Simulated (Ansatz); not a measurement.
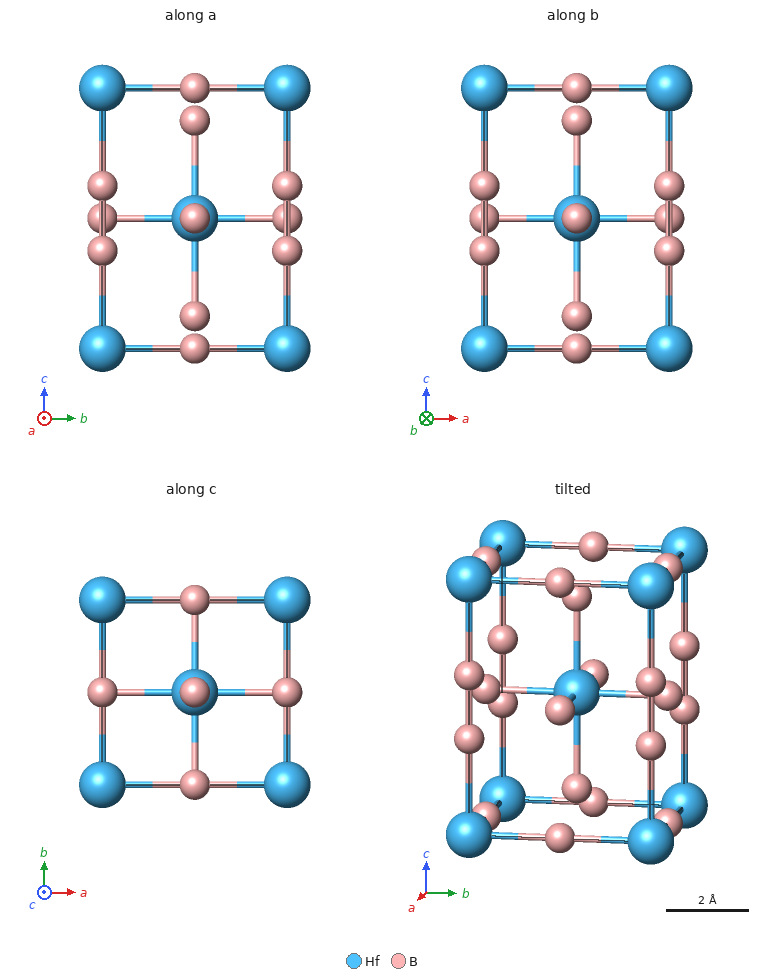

Structure drawing (ball-and-stick), viewed along the a axis, along the b axis, along the c axis and slightly off an axis. The lines enclose the conventional unit cell; boundary atoms appear with their images.

Lattice parameters: a = 4.5375 Å, b = 4.5375 Å, c = 6.3963 Å, α = 90.000°, β = 90.000°, γ = 90.000°.

### Give the structure in the form of a CIF in P1 with every atom of the cell.

```cif
data_structure
_symmetry_space_group_name_H-M 'P 1'
_symmetry_Int_Tables_number 1
_cell_length_a 4.5375
_cell_length_b 4.5375
_cell_length_c 6.3963
_cell_angle_alpha 90.000
_cell_angle_beta 90.000
_cell_angle_gamma 90.000
_cell_volume 131.69
loop_
_atom_site_label
_atom_site_type_symbol
_atom_site_fract_x
_atom_site_fract_y
_atom_site_fract_z
_atom_site_occupancy
Hf1 Hf 0.0000 0.0000 0.0000 1
B1 B 0.0000 0.0000 0.3754 1
B2 B 0.0000 0.0000 0.6246 1
B3 B 0.0000 0.5000 0.0000 1
B4 B 0.5000 0.0000 0.0000 1
Hf2 Hf 0.5000 0.5000 0.5000 1
B5 B 0.5000 0.5000 0.8754 1
B6 B 0.5000 0.5000 0.1246 1
B7 B 0.5000 0.0000 0.5000 1
B8 B 0.0000 0.5000 0.5000 1
```

The initial geometry was a structure type filled with these elements by a generator (whether the compound takes this form wasn't checked). Earlier steps of the study, as a rule a relaxation of our own, may have changed the cell and positions, so they can lie some per cent off the listed ones. It was the input of a calculation with Ansatz.
